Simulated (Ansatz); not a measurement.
# Geometry relaxation of C2H4BSi (charge +1) (part 2 of 2)

The same run, continued: C2H4BSi, charge +1, SMILES C#CB[SiH2+]; RKS PBE-D4/cc-pVDZ (Ansatz 0.2.0). It belongs to a series of runs on one base structure; here: end point B relaxed.

Geometry of the input (Å):
```
C  0.0709  1.9011  -1.4159
C  0.0438  1.1615  -0.4539
B  0.0127  0.3025  0.7528
Si -0.0637  -1.6628  0.5643
H  0.0932  2.5490  -2.2487
H  0.0353  0.8108  1.8103
H  -0.0806  -2.6618  1.6403
H  -0.1171  -2.3946  -0.7066
```

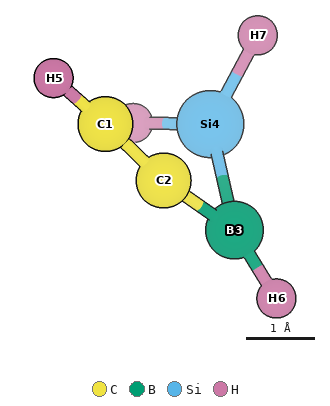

*The geometry at step 17 of the log (ball-and-stick view, seen at a tilt; atoms are numbered from 1 in the order of the input).*

Trajectory as extended XYZ, continued:
```
8
Properties=species:S:1:pos:R:3:forces:R:3 step=7 energy=-10673.69794
C     0.1800    1.7594   -1.4486   -0.0257  -0.1342   0.4000
C     0.0610    1.2008   -0.3401    0.0273   0.0484  -0.4339
B    -0.1299    0.4024    0.8939    0.1050   0.0116  -0.0214
Si   -0.0691   -1.6047    0.5122   -0.0637  -0.3517   0.1011
H     0.2736    2.3048   -2.3856    0.0053  -0.0175   0.0451
H    -0.2375    0.7969    2.0277   -0.0644   0.0002  -0.0039
H     0.4600   -2.6620    1.4945   -0.0877   0.3412  -0.3699
H    -0.5437   -2.1919   -0.8113    0.1040   0.1019   0.2829
8
Properties=species:S:1:pos:R:3:forces:R:3 step=8 energy=-10673.71843
C     0.2128    1.7409   -1.4392    0.0002  -0.0631   0.2051
C     0.0647    1.1792   -0.3393    0.0642  -0.1201  -0.1542
B    -0.1615    0.4000    0.9030   -0.1533   0.1401   0.0613
Si   -0.1324   -1.5985    0.5351    0.3841  -0.4351  -0.0789
H     0.3318    2.2898   -2.3695    0.0052   0.0040  -0.0040
H    -0.3114    0.8199    2.0229    0.0006   0.0024  -0.0100
H     0.6264   -2.6257    1.3973   -0.2721   0.3777  -0.2951
H    -0.6359   -2.2000   -0.7677   -0.0288   0.0940   0.2759
8
Properties=species:S:1:pos:R:3:forces:R:3 step=9 energy=-10673.75801
C     0.2465    1.6844   -1.4235    0.0147  -0.0198   0.0422
C     0.0679    1.1335   -0.3243    0.0665   0.0363  -0.0838
B    -0.2068    0.3990    0.9319   -0.1340  -0.0441   0.1388
Si   -0.1169   -1.5793    0.5155    0.1963  -0.0857   0.0554
H     0.3885    2.2248   -2.3564    0.0104  -0.0221   0.0111
H    -0.4001    0.8272    2.0421    0.0001   0.0339  -0.0442
H     0.7762   -2.5470    1.2907   -0.1883   0.1617  -0.2870
H    -0.7608   -2.1369   -0.7332    0.0344  -0.0602   0.1675
8
Properties=species:S:1:pos:R:3:forces:R:3 step=10 energy=-10673.79680
C     0.2832    1.6489   -1.4070    0.0053  -0.0355   0.0208
C     0.0748    1.1121   -0.3063    0.0517   0.0456  -0.0567
B    -0.2493    0.4044    0.9557   -0.1004  -0.0567   0.1261
Si   -0.1169   -1.5575    0.5078    0.1019  -0.0392   0.0222
H     0.4457    2.1790   -2.3425    0.0230  -0.0252   0.0073
H    -0.4824    0.8510    2.0499   -0.0066   0.0269  -0.0356
H     0.9025   -2.4846    1.1488   -0.1123   0.1104  -0.1980
H    -0.8631   -2.1477   -0.6638    0.0374  -0.0263   0.1138
8
Properties=species:S:1:pos:R:3:forces:R:3 step=11 energy=-10673.83114
C     0.3135    1.6037   -1.3894   -0.0090  -0.0612   0.0228
C     0.0758    1.0898   -0.2832    0.0106   0.0093  -0.0255
B    -0.2961    0.4134    0.9869   -0.0197  -0.0224   0.1353
Si   -0.1268   -1.5325    0.5081    0.1376  -0.0881  -0.0868
H     0.4976    2.1160   -2.3316    0.0323  -0.0358   0.0225
H    -0.5465    0.8803    2.0679   -0.0297   0.0220  -0.0432
H     1.0074   -2.4199    0.9974   -0.1435   0.1630  -0.1380
H    -0.9304   -2.1451   -0.6135    0.0215   0.0132   0.1129
8
Properties=species:S:1:pos:R:3:forces:R:3 step=12 energy=-10673.86856
C     0.3399    1.5489   -1.3685   -0.0066  -0.0885   0.0221
C     0.0820    1.0643   -0.2526    0.0163   0.0374  -0.0159
B    -0.3195    0.4205    1.0294   -0.0725  -0.0358   0.0663
Si   -0.1214   -1.4991    0.4820    0.1157  -0.0945  -0.0049
H     0.5419    2.0385   -2.3200    0.0283  -0.0529   0.0417
H    -0.6217    0.9062    2.0885    0.0096  -0.0057  -0.0500
H     1.0942   -2.3355    0.8508   -0.1492   0.1729  -0.1519
H    -1.0009   -2.1381   -0.5669    0.0585   0.0670   0.0926
8
Properties=species:S:1:pos:R:3:forces:R:3 step=13 energy=-10673.90695
C     0.3588    1.4817   -1.3482   -0.0174  -0.1174   0.0538
C     0.0746    1.0338   -0.2220   -0.0295   0.0028  -0.0456
B    -0.3619    0.4242    1.0682    0.0254   0.0265   0.1685
Si   -0.1291   -1.4736    0.4884    0.0618   0.0953  -0.2120
H     0.5850    1.9434   -2.3094    0.0251  -0.0663   0.0659
H    -0.6625    0.9268    2.1181   -0.0287   0.0075  -0.0556
H     1.1543   -2.2355    0.6945    0.0046   0.0560  -0.0173
H    -1.0248   -2.0951   -0.5470   -0.0413  -0.0046   0.0423
8
Properties=species:S:1:pos:R:3:forces:R:3 step=14 energy=-10673.96005
C     0.3769    1.3942   -1.3186   -0.0153  -0.1825   0.0944
C     0.0697    0.9990   -0.1758   -0.0142   0.1831  -0.1415
B    -0.3904    0.4347    1.1316    0.0627  -0.1071   0.0216
Si   -0.1006   -1.4032    0.4142    0.0085  -0.0471   0.0923
H     0.6277    1.8165   -2.2941    0.0052  -0.1055   0.1088
H    -0.7297    0.9518    2.1604   -0.0122  -0.0146  -0.0362
H     1.2227   -2.1276    0.5463   -0.0951   0.1808  -0.1207
H    -1.0818   -2.0597   -0.5212    0.0605   0.0930  -0.0187
8
Properties=species:S:1:pos:R:3:forces:R:3 step=15 energy=-10674.00964
C     0.3834    1.2996   -1.2927   -0.0354  -0.2298   0.2297
C     0.0632    0.9631   -0.1320    0.0349   0.2621  -0.2248
B    -0.3975    0.4386    1.1954   -0.0833  -0.0324  -0.0188
Si   -0.1110   -1.3649    0.4090    0.2678  -0.0626  -0.1544
H     0.6518    1.6773   -2.2836   -0.0227  -0.1247   0.1454
H    -0.7767    0.9731    2.1997    0.0451  -0.0222  -0.0082
H     1.2693   -2.0008    0.4059   -0.2277   0.1479  -0.0288
H    -1.0882   -1.9802   -0.5590    0.0212   0.0617   0.0598
8
Properties=species:S:1:pos:R:3:forces:R:3 step=16 energy=-10674.07597
C     0.3842    1.2045   -1.2588    0.0204  -0.2666   0.0249
C     0.0342    0.9783   -0.0797    0.0086   0.2370  -0.1412
B    -0.4238    0.4506    1.2466   -0.0604  -0.0240   0.0462
Si   -0.0934   -1.2954    0.3487    0.2514   0.0046  -0.1727
H     0.6844    1.4803   -2.2765   -0.0601  -0.0802   0.2337
H    -0.8010    0.9544    2.2665    0.0329  -0.0314  -0.0210
H     1.3093   -1.8739    0.2958   -0.2482   0.1136  -0.0225
H    -1.0994   -1.8931   -0.5999    0.0554   0.0470   0.0526
8
Properties=species:S:1:pos:R:3:forces:R:3 step=17 energy=-10674.14702
C     0.3786    1.1082   -1.2262   -0.0749  -0.4151   0.2759
C    -0.0113    1.0043   -0.0338    0.1936   0.3439  -0.5403
B    -0.4433    0.4706    1.2975   -0.0681  -0.0508  -0.0013
Si   -0.0687   -1.2080    0.2774    0.1712   0.0098  -0.1842
H     0.7141    1.2882   -2.2605   -0.1341  -0.0398   0.4102
H    -0.8159    0.9372    2.3353    0.0315  -0.0449  -0.0179
H     1.3270   -1.7776    0.1999   -0.1298   0.1184   0.0081
H    -1.0861   -1.8172   -0.6469    0.0106   0.0785   0.0495
8
Properties=species:S:1:pos:R:3:forces:R:3 step=18 energy=-10674.23544
C     0.3802    0.9861   -1.1892   -0.2173  -0.5274   0.6025
C    -0.0268    1.0206    0.0111    0.1973   0.5134  -0.7967
B    -0.4810    0.4797    1.3303    0.1593  -0.0074   0.0004
Si   -0.0387   -1.1199    0.1917    0.0603   0.0336  -0.2427
H     0.7255    1.0956   -2.2313   -0.1259   0.0373   0.4253
H    -0.8280    0.9051    2.3932   -0.0384  -0.0633  -0.0413
H     1.3651   -1.6484    0.1215   -0.0905   0.0105   0.0324
H    -1.1017   -1.7131   -0.6848    0.0551   0.0034   0.0201
8
Properties=species:S:1:pos:R:3:forces:R:3 step=19 energy=-10674.34104
C     0.3553    0.8650   -1.1464   -0.2767  -0.5261   0.9428
C    -0.0719    1.0856    0.0448    0.4976   0.2527  -0.9971
B    -0.4418    0.5089    1.3730   -0.3018   0.1208  -0.1404
Si   -0.0128   -1.0139    0.0802    0.1564  -0.0067  -0.2479
H     0.7308    0.9101   -2.1824   -0.1799   0.2537   0.3346
H    -0.8512    0.8682    2.4404    0.1410  -0.1140  -0.0431
H     1.3751   -1.5722    0.0800   -0.0091   0.0017   0.0430
H    -1.0890   -1.6460   -0.7470   -0.0275   0.0179   0.1081
8
Properties=species:S:1:pos:R:3:forces:R:3 step=20 energy=-10674.27511 accepted=F
C     0.3823    0.7056   -1.0783   -0.5114   0.8803   0.5214
C    -0.0216    1.1655    0.0959    0.2868  -0.6950  -1.3074
B    -0.5157    0.5426    1.3651    0.4096   0.6498   0.0074
Si    0.0438   -0.8922   -0.0613   -0.0840  -1.2036   0.2484
H     0.6765    0.7451   -2.1434    0.0415   0.6572   0.3686
H    -0.8767    0.8086    2.4830   -0.0435  -0.1988  -0.2689
H     1.4131   -1.4964    0.0283   -0.1334  -0.1071   0.2674
H    -1.1072   -1.5730   -0.7467    0.0344   0.0172   0.1632
8
Properties=species:S:1:pos:R:3:forces:R:3 step=21 energy=-10674.43871
C     0.3760    0.7987   -1.1348    0.0582  -0.6941  -0.4336
C    -0.0363    1.1392    0.0248   -0.1550   0.0051   0.5870
B    -0.4615    0.5672    1.3311   -0.0490  -0.0758   0.0735
Si    0.0176   -0.9779    0.0207    0.0419   0.3721  -0.1959
H     0.7074    0.9271   -2.1715   -0.0056   0.2463   0.1000
H    -0.8659    0.7722    2.4433    0.0971   0.0868  -0.2171
H     1.3834   -1.5787    0.1095   -0.0108   0.0150   0.0631
H    -1.1262   -1.6421   -0.6804    0.0232   0.0447   0.0231
8
Properties=species:S:1:pos:R:3:forces:R:3 step=22 energy=-10674.50509
C     0.3704    0.7072   -1.1342    0.1225  -0.0390  -0.4975
C    -0.0220    1.1315    0.0261   -0.2342   0.1488   0.6015
B    -0.4663    0.5785    1.3256    0.0625   0.3258  -0.0490
Si    0.0456   -0.9243   -0.0557    0.0579  -0.6709  -0.2193
H     0.6914    0.9545   -2.1578   -0.0391   0.1585   0.1774
H    -0.8671    0.7477    2.4454    0.0770   0.0046  -0.2267
H     1.3841   -1.5701    0.1519   -0.1286   0.0280   0.0962
H    -1.1416   -1.6193   -0.6586    0.0820   0.0442   0.1174
8
Properties=species:S:1:pos:R:3:forces:R:3 step=23 energy=-10674.53344
C     0.3695    0.6988   -1.1572    0.0406   0.2182  -0.0811
C    -0.0157    1.1475    0.0201   -0.0732  -0.4434  -0.0089
B    -0.4578    0.5771    1.3001    0.0645   0.4613   0.0127
Si    0.0697   -0.9283   -0.1380    0.0365  -0.5085   0.0651
H     0.6796    1.0394   -2.1605   -0.0479   0.0783   0.2168
H    -0.8452    0.7202    2.4258    0.0349  -0.0671  -0.1678
H     1.3642   -1.6007    0.2598   -0.2589   0.1410  -0.1078
H    -1.1698   -1.6483   -0.6074    0.2034   0.1204   0.0711
8
Properties=species:S:1:pos:R:3:forces:R:3 step=24 energy=-10674.55032
C     0.3702    0.6997   -1.1570    0.0766  -0.0674  -0.1875
C    -0.0208    1.1309    0.0171   -0.1273  -0.2220   0.2260
B    -0.4604    0.5921    1.3046    0.0782   0.2468  -0.0772
Si    0.0647   -0.9481   -0.1293    0.0626  -0.1421  -0.0030
H     0.6882    1.0616   -2.1481   -0.0415   0.0350   0.1378
H    -0.8479    0.7443    2.4254    0.0194  -0.0571  -0.0899
H     1.3690   -1.6099    0.2354   -0.2135   0.1105  -0.0547
H    -1.1685   -1.6650   -0.6055    0.1455   0.0961   0.0483
8
Properties=species:S:1:pos:R:3:forces:R:3 step=25 energy=-10674.55944
C     0.3815    0.6701   -1.1740   -0.0360   0.1458  -0.0632
C    -0.0321    1.1097    0.0023    0.1585  -0.0135  -0.3987
B    -0.4511    0.6400    1.2854   -0.1995  -0.0456   0.5901
Si    0.0819   -0.9520   -0.1813   -0.0100   0.0604   0.0402
H     0.6844    1.1150   -2.1340    0.0147  -0.0339   0.0304
H    -0.8346    0.6948    2.4183    0.0542  -0.0062  -0.1637
H     1.3309   -1.6079    0.2843    0.1168  -0.0497   0.0208
H    -1.1663   -1.6639   -0.5583   -0.0988  -0.0573  -0.0559
8
Properties=species:S:1:pos:R:3:forces:R:3 step=26 energy=-10674.56514
C     0.3740    0.6745   -1.1723    0.0095   0.0183   0.0099
C    -0.0301    1.1085    0.0047   -0.0247  -0.0290   0.0648
B    -0.4545    0.6350    1.3018    0.0063   0.0257  -0.0501
Si    0.0746   -0.9540   -0.1629   -0.0116   0.0123  -0.0015
H     0.6873    1.1004   -2.1366   -0.0051  -0.0092   0.0148
H    -0.8366    0.7177    2.4287    0.0181  -0.0050  -0.0460
H     1.3442   -1.6082    0.2678    0.0136  -0.0081  -0.0010
H    -1.1645   -1.6683   -0.5886   -0.0061  -0.0049   0.0091
8
Properties=species:S:1:pos:R:3:forces:R:3 step=27 energy=-10674.56541
C     0.3753    0.6755   -1.1713    0.0016  -0.0022  -0.0069
C    -0.0315    1.1084    0.0050   -0.0010  -0.0040   0.0048
B    -0.4559    0.6363    1.2995   -0.0012   0.0007   0.0030
Si    0.0750   -0.9537   -0.1647   -0.0015   0.0072   0.0047
H     0.6895    1.1014   -2.1347    0.0000   0.0017   0.0014
H    -0.8364    0.7155    2.4253    0.0021  -0.0019  -0.0072
H     1.3452   -1.6087    0.2653    0.0021  -0.0008   0.0003
H    -1.1666   -1.6690   -0.5817   -0.0020  -0.0007  -0.0001
```
